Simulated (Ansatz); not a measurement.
# Zr4F: what a guessed cell relaxes into, part 2 of 2

Aim: relax a trial structure of Zr4F and see where it ends.

Ansatz 0.2.0; DFT PBE, scalar-relativistic, plane waves, PAW. The steps go on from the part before.

### Step 5. Full relaxation

The end of the coarse run is made exact in the group found at a tolerance of 0.06 Å and reduced to its primitive cell.

The input, input.yaml:

```yaml
crystal:
  lattice:
    - [-2.9806066853, 2.9806066853, 2.9806066853]
    - [2.9806066853, -2.9806066853, 2.9806066853]
    - [2.9806066853, 2.9806066853, -2.9806066853]
  atoms:
    - { symbol: Zr, position: [0.0, 0.0, 0.5] }
    - { symbol: Zr, position: [0.5, 0.0, 0.0] }
    - { symbol: Zr, position: [0.5, 0.5, 0.5] }
    - { symbol: Zr, position: [0.0, 0.5, 0.0] }
    - { symbol: F, position: [0.0, 0.0, 0.0] }
basis:
  ecutwfc: 420
kpoints:
  mp_grid: { grid: [10, 10, 10] }
hamiltonian:
  xc: pbe
scf:
  occupations: { method: gaussian, width: 0.1 }
output:
  forces: true
  stress: true
  eigenvalues: true
  write_density: true
  write_potential: true
  elf: true
  volumetric_format: npy
relax:
  adjacent_minimum: "off"
  f_tol: 0.01
  max_steps: 80
  cell: { stress_tol: 0.05 }
```

Started as:

```sh
> ansatz run input.yaml --threads 1 --pin off --max-ram 2560MiB --backend cpu --events-out ev --progress --plain --runs-dir out
```

Output:

```text
Warning: RAYON_NUM_THREADS=1 ignored (pool sized by the plan → 1); use --threads N
Engine: ansatz 0.2.0, x86_64-unknown-linux-gnu
Pseudopotentials: kind: paw
Pseudopotential: Zr, paw, valence charge 12, recommended cutoff 420 eV (normal), Zr.paw.azcp
Pseudopotential: F, paw, valence charge 7, recommended cutoff 420 eV (normal), F.paw.azcp
Functional definition: PBE
  parameter kappa = 0.804
  parameter beta = 0.06672455060314922
  exchange = pbe_x(kappa = kappa, mu = beta*pi^2/3)
  correlation = pbe_c(beta = beta)
Crystal: 5 atoms, lattice volume = 105.919 Å³
Basis set: ecut = 420 eV, 2093 PW (Γ), exchange–correlation on 72×72×72 points (8 copies of the dense FFT grid, shifted against one another)
Bands: 33, of which v1, the nominal top of the filled ones, is band 28 counted from 1 (27 counted from 0)
Symmetry: 48 space group operations
Space group: Im-3m (ITA 229), of the structure as read, at distance tolerance 4.7e-5 Å
k-points: 47 of 1000
Non-local potential: Zr, projectors of the file, l = 0: 3, l = 1: 2, l = 2: 2, l = 3: 2
Non-local potential: F, projectors of the file, l = 0: 2, l = 1: 2, l = 2: 1
PAW form: soft (Blöchl's): semilocal exchange-correlation on the pseudo side does not see the compensation charge
PAW one-centre angular grid: Zr, 590 points (default); XC on 64 Gauss nodes
PAW one-centre angular grid: F, 110 points (default); XC on 64 Gauss nodes
Initial density: superposition of atomic densities (neutral atoms: chi_scale 0, normalization atom), corrected by the library's trained network
Initial wavefunctions: pseudopotential atomic-orbital guess
Functional: x = pbe(κ = 0.804, μ = 0.2195149727645171), c = pbe(β = 0.06672455060314922)
SCF iter   1: F=—  HF=-17539.990875 eV  |F-HF|=—  |Δ(HF+E_count)|=         —  Δρ=6.80e-3  dr2=4.72e-2  ethr=1.77e-3  ⟨swp⟩=4.6  Hψ=6023  notcnv=0
preconditioner: auto → Kerker (q_TF=auto, 2.446 Å⁻¹)  [metal: Δε(μ)=0.006 eV  Ē_g=4.245 eV  σ=0.100 eV  W_gap=0.03  n_scr=18 (ndim 8)  ℏωp=16.5 eV  f_vac=0.000  D(μ)=6.39/eV (n_scr^D=54)]
SCF iter   2: F=—  HF=-17539.984966 eV  |F-HF|=—  |Δ(HF+E_count)|=   5.91e-3  Δρ=3.03e-3  dr2=8.40e-3  ethr=8.58e-5  ⟨swp⟩=2.0  Hψ=2377  notcnv=0  defer=2
SCF iter   3: F=—  HF=-17539.984561 eV  |F-HF|=—  |Δ(HF+E_count)|=   4.05e-4  Δρ=1.49e-3  dr2=2.87e-3  ethr=1.53e-5  ⟨swp⟩=2.0  Hψ=1682  notcnv=0  defer=2
SCF iter   4: F=—  HF=-17539.984457 eV  |F-HF|=—  |Δ(HF+E_count)|=   1.04e-4  Δρ=3.38e-4  dr2=1.20e-4  ethr=5.22e-6  ⟨swp⟩=2.0  Hψ=1894  notcnv=0  defer=2
SCF iter   5: F=—  HF=-17539.984461 eV  |F-HF|=—  |Δ(HF+E_count)|=   3.87e-6  Δρ=5.65e-5  dr2=3.24e-6  ethr=2.19e-7  ⟨swp⟩=1.3  Hψ=1863  notcnv=0  defer=2
SCF iter   6: F=—  HF=-17539.984469 eV  |F-HF|=—  |Δ(HF+E_count)|=   8.28e-6  Δρ=1.34e-5  dr2=2.16e-7  ethr=5.89e-9  ⟨swp⟩=2.0  Hψ=2072  notcnv=0  defer=2
SCF iter   7: F=-17539.984469 eV  HF=-17539.984469 eV  |F-HF|=4.47e-10  |Δ(HF+E_count)|=   1.90e-8  Δρ=3.24e-6  dr2=1.05e-8  ethr=1.82e-10  ⟨swp⟩=9.5  Hψ=9638  notcnv=0
SCF 1 converged in 7 iterations: F = -17539.984469 eV  dr2 = 1.05e-8
relax step   1: F+E_penalty+E_count = -17539.98446944 eV  Δ(F+E_penalty+E_count) = +0.000e0 eV  max|allowed force component| = 8.467e-30 eV/Å  Δτ_max = 0.0000 Å  P = +0.120 GPa  Ω = 105.919 Å³  (7 SCF iters, dr2 threshold 1.00e-7 eV, accepted)
Crystal: 5 atoms, lattice volume = 106.320 Å³
Initial density: handed on by an earlier stage of this run
Initial wavefunctions: those handed on with the density
iter 1 solved again at ethr=2.71e-6 eV; its pass at ethr=3.10e-3 eV (dr2=1.49e-3 eV) is discarded
SCF iter   1: F=—  HF=-17539.984457 eV  |F-HF|=—  |Δ(HF+E_count)|=         —  Δρ=9.22e-4  dr2=1.55e-3  ethr=2.71e-6  ⟨swp⟩=1.0  Hψ=6157  notcnv=0
preconditioner: auto → Kerker (q_TF=auto, 2.444 Å⁻¹)  [metal: Δε(μ)=0.024 eV  Ē_g=4.294 eV  σ=0.100 eV  W_gap=0.14  n_scr=18 (ndim 8)  ℏωp=16.5 eV  f_vac=0.000  D(μ)=6.76/eV (n_scr^D=78)]
SCF iter   2: F=—  HF=-17539.984161 eV  |F-HF|=—  |Δ(HF+E_count)|=   2.95e-4  Δρ=4.22e-4  dr2=2.17e-4  ethr=2.71e-6  ⟨swp⟩=2.0  Hψ=1864  notcnv=0
SCF iter   3: F=—  HF=-17539.984113 eV  |F-HF|=—  |Δ(HF+E_count)|=   4.81e-5  Δρ=1.85e-4  dr2=1.01e-4  ethr=3.95e-7  ⟨swp⟩=2.0  Hψ=1692  notcnv=0
SCF iter   4: F=—  HF=-17539.984081 eV  |F-HF|=—  |Δ(HF+E_count)|=   3.20e-5  Δρ=5.04e-5  dr2=1.64e-6  ethr=1.84e-7  ⟨swp⟩=2.0  Hψ=2050  notcnv=0
SCF iter   5: F=—  HF=-17539.984091 eV  |F-HF|=—  |Δ(HF+E_count)|=   1.00e-5  Δρ=5.84e-6  dr2=3.41e-8  ethr=6.55e-11  ⟨swp⟩=6.9  Hψ=10782  notcnv=0
SCF iter   6: F=-17539.984091 eV  HF=-17539.984091 eV  |F-HF|=8.00e-11  |Δ(HF+E_count)|=   3.61e-9  Δρ=1.58e-6  dr2=3.16e-9  ethr=6.20e-11  ⟨swp⟩=5.4  Hψ=8819  notcnv=0
SCF 2 converged in 6 iterations: F = -17539.984091 eV  dr2 = 3.16e-9
relax step   2: F+E_penalty+E_count = -17539.98409139 eV  Δ(F+E_penalty+E_count) = +3.781e-4 eV  max|allowed force component| = 6.469e-30 eV/Å  Δτ_max = 0.0000 Å  P = -0.148 GPa  Ω = 106.320 Å³  energy of the carried Pulay correction = -3.423e-4 eV  (6 SCF iters, dr2 threshold 3.60e-8 eV, rejected (line search))
Crystal: 5 atoms, lattice volume = 106.098 Å³
iter 1 solved again at ethr=8.31e-7 eV; its pass at ethr=3.10e-3 eV (dr2=4.57e-4 eV) is discarded
SCF iter   1: F=—  HF=-17539.984490 eV  |F-HF|=—  |Δ(HF+E_count)|=         —  Δρ=5.11e-4  dr2=4.71e-4  ethr=8.31e-7  ⟨swp⟩=1.0  Hψ=6167  notcnv=0
preconditioner: auto → Kerker (q_TF=auto, 2.445 Å⁻¹)  [metal: Δε(μ)=0.016 eV  Ē_g=4.285 eV  σ=0.100 eV  W_gap=0.09  n_scr=18 (ndim 8)  ℏωp=16.5 eV  f_vac=0.000  D(μ)=6.64/eV (n_scr^D=78)]
SCF iter   2: F=—  HF=-17539.984401 eV  |F-HF|=—  |Δ(HF+E_count)|=   8.89e-5  Δρ=2.34e-4  dr2=6.56e-5  ethr=8.31e-7  ⟨swp⟩=2.0  Hψ=1864  notcnv=0
SCF iter   3: F=—  HF=-17539.984394 eV  |F-HF|=—  |Δ(HF+E_count)|=   6.81e-6  Δρ=1.02e-4  dr2=3.07e-5  ethr=1.19e-7  ⟨swp⟩=2.0  Hψ=1692  notcnv=0
SCF iter   4: F=—  HF=-17539.984383 eV  |F-HF|=—  |Δ(HF+E_count)|=   1.06e-5  Δρ=2.75e-5  dr2=4.90e-7  ethr=5.58e-8  ⟨swp⟩=2.0  Hψ=2050  notcnv=0
SCF iter   5: F=—  HF=-17539.984383 eV  |F-HF|=—  |Δ(HF+E_count)|=   2.35e-7  Δρ=3.24e-6  dr2=1.04e-8  ethr=8.90e-10  ⟨swp⟩=2.5  Hψ=2425  notcnv=0
SCF iter   6: F=—  HF=-17539.984383 eV  |F-HF|=—  |Δ(HF+E_count)|=   1.29e-9  Δρ=8.67e-7  dr2=9.58e-10  ethr=1.90e-11  ⟨swp⟩=2.6  Hψ=2379  notcnv=0
SCF iter   7: F=-17539.984383 eV  HF=-17539.984383 eV  |F-HF|=7.28e-12  |Δ(HF+E_count)|=    0.00e0  Δρ=2.09e-7  dr2=4.55e-11  ethr=1.00e-12  ⟨swp⟩=4.9  Hψ=7513  notcnv=0
SCF 3 converged in 7 iterations: F = -17539.984383 eV  dr2 = 4.55e-11
relax step   3: F+E_penalty+E_count = -17539.98438302 eV  Δ(F+E_penalty+E_count) = +8.642e-5 eV  max|allowed force component| = 6.311e-29 eV/Å  Δτ_max = 0.0000 Å  P = -0.000 GPa  Ω = 106.098 Å³  energy of the carried Pulay correction = -1.533e-4 eV  (7 SCF iters, accepted)
Initial wavefunctions: pseudopotential atomic-orbital guess (no wavefunctions were taken with the density)
iter 1 solved again at ethr=7.17e-9 eV; its pass at ethr=3.10e-3 eV (dr2=3.95e-6 eV) is discarded
SCF iter   1: F=—  HF=-17539.984546 eV  |F-HF|=—  |Δ(HF+E_count)|=         —  Δρ=9.37e-6  dr2=1.37e-8  ethr=7.17e-9  ⟨swp⟩=4.4  Hψ=11153  notcnv=0
preconditioner: auto → Kerker (q_TF=auto, 2.445 Å⁻¹)  [metal: Δε(μ)=0.021 eV  Ē_g=4.291 eV  σ=0.100 eV  W_gap=0.12  n_scr=18 (ndim 8)  ℏωp=16.5 eV  f_vac=0.000  D(μ)=6.67/eV (n_scr^D=78)]
SCF iter   2: F=—  HF=-17539.984555 eV  |F-HF|=—  |Δ(HF+E_count)|=   9.20e-6  Δρ=4.14e-6  dr2=4.86e-9  ethr=2.49e-11  ⟨swp⟩=2.1  Hψ=2741  notcnv=0
SCF iter   3: F=—  HF=-17539.984555 eV  |F-HF|=—  |Δ(HF+E_count)|=   1.92e-9  Δρ=2.01e-6  dr2=6.96e-10  ethr=8.83e-12  ⟨swp⟩=2.0  Hψ=1740  notcnv=0
SCF iter   4: F=-17539.984555 eV  HF=-17539.984555 eV  |F-HF|=3.64e-12  |Δ(HF+E_count)|=  5.86e-10  Δρ=7.86e-8  dr2=1.09e-11  ethr=1.00e-12  ⟨swp⟩=5.0  Hψ=8177  notcnv=0
SCF 4 converged in 4 iterations: F = -17539.984555 eV  dr2 = 1.09e-11
relax step   4: F+E_penalty+E_count = -17539.98455527 eV  Δ(F+E_penalty+E_count) = -1.723e-4 eV  max|allowed force component| = 6.374e-29 eV/Å  Δτ_max = 0.0000 Å  P = +0.002 GPa  Ω = 106.098 Å³  stress off target by 2.31e-3 GPa  SCF on the basis re-selected at this cell (its energy is not comparable with the rows above)  (4 SCF iters)
basis re-selected at this cell: Δ(F+E_penalty+E_count) = -1.723e-4 eV, ΔP = +0.003 GPa vs the last step (what re-selecting the basis moved, of the pressure what is left beyond the Pulay correction that the steps carried, after the strain that the cell walked since its last selection, with what the two solves' SCF thresholds leave and, on support functions, any second-order correction that the steps lacked; it is no measure of the basis error at this ecutwfc). This SCF's stress stands 2.31e-3 GPa from its target on what of the cell is left free (relax.cell.stress_tol is 5.00e-2 GPa) and its largest allowed force component is 6.37e-29 eV/Å (relax.f_tol is 1.00e-2 eV/Å): within both
SCF converged after 4 iterations
Free energy (F): -17539.984555 eV
Harris-Foulkes:  -17539.984555 eV  (|F-HF|=3.64e-12)
Internal energy: -17539.951221 eV  (E = F + TS)
E sigma→0 (E₀):  -17539.967888 eV
Entropy (-TS):   -0.033334 eV (-6.667 meV/atom)
Fermi energy:    12.847016 eV
--- Per-component energies (eV) ---
  E_band       = -451.347475
  E_kinetic    = 1540.064290
  E_local      = -3366.820091  (includes V_loc(G=0)·N_el)
  E_nonlocal   = 402.180675
  E_hartree    = 1113.147328
  E_xc         = -723.951878
  E_vxc        = -862.980088  (∫ρ·V_xc dr)
  E_paw        = -12018.590611  (= ΣΔE_a)
  E_vpaw       = -390.089090  (= ΣTr[D̂ρ^β])
  E_aug_tail   = 0.002115  (compensation charges beyond the density's cutoff)
  E_ewald      = -4485.983048
  E_smearing   = -0.033334  (= −TS)
  E_closure    = 0.000000  (closes the sum)
  Σ components = -17539.984555   (vs F -17539.984555, Δ=0.00e0)
--- Forces (eV/Å), atoms counted from 1 ---
  atom   1  Zr     0.00000000     0.00000000    -0.00000000
  atom   2  Zr     0.00000000    -0.00000000    -0.00000000
  atom   3  Zr     0.00000000     0.00000000     0.00000000
  atom   4  Zr     0.00000000    -0.00000000     0.00000000
  atom   5  F     -0.00000000     0.00000000     0.00000000
  max |Σ_I F_I| component: 2.96e-28 eV/Å
--- Stress (GPa, compression-positive) ---
        0.002308       0.000000       0.000000
        0.000000       0.002308      -0.000000
        0.000000      -0.000000       0.002308
  P = ⅓ Tr σ = 0.0023 GPa (0.023 kbar)
--- Band table (eV; the first three rows and the last of 47) ---
  k-point 0: bands = ["-36.0675", "-35.8493", "-35.8493", "-35.8493", "-14.5887", "-14.5887", "-14.5887", "-14.3727", "-14.3727", "-14.3727", "-13.8058", "-13.6090", "-13.6047", "-13.6047", "-13.6047", "-13.3604", "-13.3604", "4.7011", "4.7011", "4.7011", "8.2118", "9.8920", "9.8920", "11.0342", "11.0342", "11.9186", "12.1652", "12.1652", "12.1652", "15.3400", "15.3400", "15.3400", "15.6390"]
  k-point 1: bands = ["-36.0621", "-35.8546", "-35.8495", "-35.8495", "-14.6314", "-14.5801", "-14.5635", "-14.3644", "-14.3629", "-14.3484", "-13.8140", "-13.6280", "-13.6264", "-13.6000", "-13.5609", "-13.3856", "-13.3712", "4.6299", "4.6669", "4.6934", "8.3384", "9.9849", "9.9886", "11.0914", "11.1355", "12.0128", "12.1487", "12.2498", "12.2732", "15.1594", "15.1655", "15.3396", "15.3655"]
  k-point 2: bands = ["-36.0466", "-35.8700", "-35.8500", "-35.8499", "-14.7277", "-14.5601", "-14.4903", "-14.3390", "-14.3294", "-14.2776", "-13.8494", "-13.6885", "-13.6870", "-13.5860", "-13.4585", "-13.4513", "-13.3986", "4.4528", "4.5790", "4.6734", "8.6957", "10.2545", "10.2606", "11.2535", "11.4353", "11.9997", "12.3550", "12.4916", "12.5844", "14.6743", "14.6767", "14.7452", "15.2109"]
  k-point 46: bands = ["-35.9561", "-35.9561", "-35.9561", "-35.7462", "-15.4060", "-14.5136", "-14.5136", "-14.3553", "-14.3553", "-14.3553", "-13.5925", "-13.5925", "-13.5925", "-13.4449", "-13.4449", "-13.4449", "-13.0215", "3.9569", "3.9569", "3.9569", "11.0250", "11.0250", "11.0250", "11.8065", "11.8065", "11.8065", "12.4338", "12.4338", "12.4338", "12.9572", "12.9572", "15.0713", "15.0713"]
--- Relaxed structure (3 steps of the walk, 2 accepted, 1 SCFs on fresh bases) ---
  F+E_penalty+E_count = -17539.98455527 eV   max|allowed force component| = 6.374e-29 eV/Å   (the final SCF, on the basis selected at the relaxed cell)
  cell:  # Å, volume = 106.0984 Å³
    - [-2.982287965178296, 2.982287965178296, 2.982287965178296]
    - [2.982287965178296, -2.982287965178296, 2.982287965178296]
    - [2.982287965178296, 2.982287965178296, -2.982287965178296]
  atoms:
    - { symbol: Zr, position: [0.0, 0.0, 0.49999999999999994] }
    - { symbol: Zr, position: [0.49999999999999994, 0.0, 0.0] }
    - { symbol: Zr, position: [0.49999999999999994, 0.49999999999999994, 0.49999999999999994] }
    - { symbol: Zr, position: [0.0, 0.49999999999999994, 0.0] }
    - { symbol: F, position: [7.437740685721296e-48, 6.427677135808527e-48, 1.5824328948633375e-47] }
```

It took 1.8 min on 1 thread of Intel Xeon at 2.50GHz (Skylake/Cascade Lake), shared host; peak memory 0.47 GiB.

Relaxation path:

| step | energy from step 1 (eV/cell) | largest force component (eV/Å) | pressure (GPa) | volume (Å³) |
| --- | --- | --- | --- | --- |
| 1 | 0.0000 | 0.0000 | 0.12 | 105.92 |
| 2 | 0.0004 | 0.0000 | -0.15 | 106.32 |
| 3 | 0.0001 | 0.0000 | 0.00 | 106.10 |
| 4 | -0.0001 | 0.0000 | 0.00 | 106.10 |

Step 1 is the start. Step 4 repeats the geometry before it on a plane-wave basis chosen anew for that cell, so its energy need not be comparable with the rows above. Step 2 was tried and not accepted.

Lengths and angles in the start's conventional setting:

|  | before | after | change |
| --- | --- | --- | --- |
| a (Å) | 5.961 | 5.965 | +0.1 % |
| b (Å) | 5.961 | 5.965 | +0.1 % |
| c (Å) | 5.961 | 5.965 | +0.1 % |
| volume (Å³/atom) | 21.18 | 21.22 | +0.2 % |
| shortest distance (Å) | 2.581 | 2.583 | +0.1 % |
| space group (0.01 Å) | Im-3m | Im-3m | same |

The run keeps the 48 symmetry operations of the start, so it could not have lowered the symmetry.

Axes a, b and c in the maps are those of this run's conventional cell (a, b, c = 5.965, 5.965, 5.965 Å).

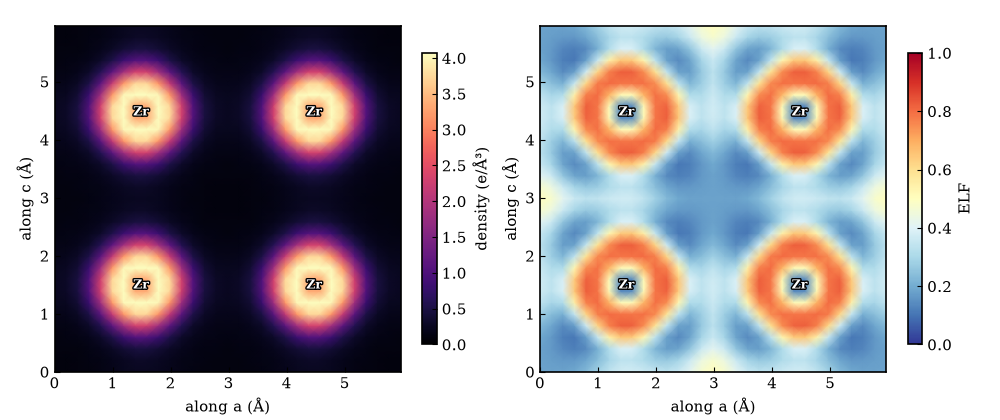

Density (left) and ELF (right) in a lattice plane of the grid's cell (edges 5.96 and 5.96 Å, at 0.250 of the third edge), which holds Zr. Only atoms in the plane are labelled. Both are smooth fields of the valence electrons: close to the nuclei they are not physical.

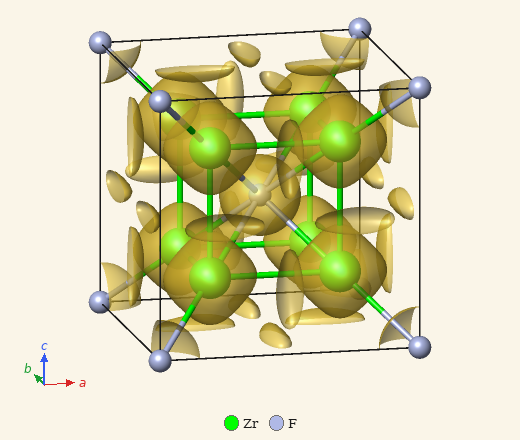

Surface of ELF = 0.44, drawn in one cell.

Maxima of ELF outside the ion cores: 0.81 in the shell around F, 0.6 Å from F; 0.50 between the atoms, 2.1 Å from Zr.

### Step 6. Changing settings: xc r2scan, hubbard.sites [{species: Zr, l: d, u_eff: 3.0}], hubbard.double_counting amf, preconditioner none

The input, input.yaml:

```yaml
crystal:
  lattice:
    - [-2.9822879652, 2.9822879652, 2.9822879652]
    - [2.9822879652, -2.9822879652, 2.9822879652]
    - [2.9822879652, 2.9822879652, -2.9822879652]
  atoms:
    - { symbol: Zr, position: [0.0, 0.0, 0.5] }
    - { symbol: Zr, position: [0.5, 0.0, 0.0] }
    - { symbol: Zr, position: [0.5, 0.5, 0.5] }
    - { symbol: Zr, position: [0.0, 0.5, 0.0] }
    - { symbol: F, position: [0.0, 0.0, 0.0] }
basis:
  ecutwfc: 420
kpoints:
  mp_grid: { grid: [10, 10, 10] }
hamiltonian:
  xc: r2scan
  hubbard: { sites: [{ species: Zr, l: d, u_eff: 3.0 }], double_counting: amf }
scf:
  occupations: { method: gaussian, width: 0.1 }
  mixing: { preconditioner: none }
output:
  forces: true
  eigenvalues: true
  stress: true
```

Started as:

```sh
> ansatz run input.yaml --threads 1 --pin off --max-ram 2560MiB --backend cpu --events-out ev --progress --plain --runs-dir out
```

Output, shortened:

```text
Warning: basis.ecutwfc = 420 eV is below the records' recommended 500 eV, and the density's cutoff is lower with it unless basis.ecutrho_ratio is high enough to keep the records' density cutoff: compare with a run at a higher cutoff
Warning: RAYON_NUM_THREADS=1 ignored (pool sized by the plan → 1); use --threads N
Zr: projections on atomic orbitals take those of the free atom [Ar 3d10] 4s2 4p6 4d2 5s2, of charge +0.00 (hamiltonian.pseudopotentials.projection_atoms); the dataset's partial waves leave at most 4.4e-6 of an orbital's norm unspanned inside its sphere
[...]
--- Forces (eV/Å), atoms counted from 1 ---
  atom   1  Zr     0.00000000    -0.00000000    -0.00000000
  atom   2  Zr     0.00000000    -0.00000000     0.00000000
  atom   3  Zr     0.00000000    -0.00000000     0.00000000
  atom   4  Zr     0.00000000    -0.00000000     0.00000000
  atom   5  F     -0.00000000     0.00000000     0.00000000
[...]
--- Stress (GPa, compression-positive) ---
        1.936160       0.000000      -0.000000
       -0.000000       1.936160      -0.000000
       -0.000000       0.000000       1.936160
  P = ⅓ Tr σ = 1.9362 GPa (19.362 kbar)
--- Band table (eV; the first three rows and the last of 47) ---
[...]
Occupation matrices written to <dir>
```

Run time: 1.7 min. Hardware: 1 thread of Intel Xeon at 2.50GHz (Skylake/Cascade Lake), shared host; peak memory 0.78 GiB.

| run | ending | energy change | pressure (GPa) | gap (eV) | force (eV/Å) | cycles | time |
| --- | --- | --- | --- | --- | --- | --- | --- |
| step 5 | converged | - | 0.0 | 0.00 | 0.00 | - | 1.8 min |
| variant | converged | not comparable | 1.9 | 0.00 | 0.00 | 12 | 1.7 min |

A change of functional puts the total energy on another scale; the pressure goes from 0.0 to 1.9 GPa. The Hubbard U and double counting of the Hubbard term changed too. The cutoff is under what these potentials recommend, as the log warns, so basis error is mixed in.

### Step 7. What came out

The summary covers parts 1 to 2. Changes of volume or cell count from the first structure of part 1.

| quantity | value |
| --- | --- |
| symmetry at the end (tolerance 0.05 Å) | space group Im-3m (No. 229) |
| conventional cell | a = 5.965 Å, b = 5.965 Å, c = 5.965 Å, α = 90.00°, β = 90.00°, γ = 90.00° |
| volume | 21.22 Å³/atom |
| energy over the elements (uncorrected; H, N, O, F and Cl as molecules) | +0.19 eV/atom |
| gap on the mesh | none (metal) |

What this shows: The space group Im-3m (No. 229) is kept, and the volume per atom grows by 39.8 % from the first guess. The formation energy is positive, so the separate elements lie lower. No finished test with a distortion of lower symmetry is shown, so the end may be a saddle point. A spin-polarised run here lost its starting moments, which speaks against magnetism, though one start doesn't rule it out. Other magnetic orders were not searched.
